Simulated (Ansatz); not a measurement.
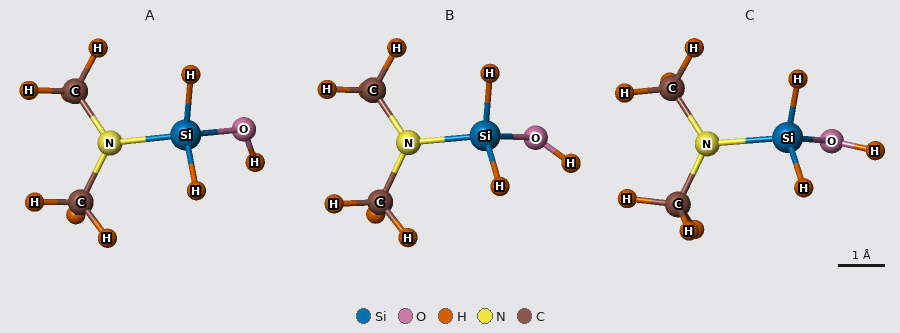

3 geometries from one relaxation of C₂H₉NOSi, in shuffled order. The picture is a ball-and-stick view, seen at a tilt.

The run prepares the start of a later molecular dynamics calculation, from a guessed geometry.

Level of theory: Ansatz, RKS PBE0-D4/6-31G. Set-up: no spin polarisation; force threshold 0.02 eV/Å; at most 40 steps.

Order the frames from highest to lowest energy.

Answer. C, B, A. They are steps 0, 5, 13, at +53.2 kJ/mol, +7.71 kJ/mol relative to the last. Over 12 accepted moves (13 points after the start) the energy falls by 53.2 kJ/mol. The largest force component goes from 2.8 to 0.017 eV/Å. The line search rejected the trial step at point 8 of the run. The atom that moves furthest after the best rigid fit is an H atom (0.68 Å). By element the largest moves are H 0.68 Å, O 0.55 Å, Si 0.22 Å, C 0.14 Å, N 0.12 Å. Among the contacts that change: N–Si 1.820 → 1.756 Å, O–Si 1.680 → 1.731 Å, H–Si 1.459 → 1.506 Å, H–O 1.010 → 0.968 Å. Bond angles that change, for instance: Si–O–H 109.5° → 123.6°, O–Si–N 109.5° → 118.3°, O–Si–H 109.5° → 101.5°. Groups turn about O–Si by about 95°, C–N by about 40°.

Limits of the set-up: the basis has no polarisation functions, which atoms past neon need.
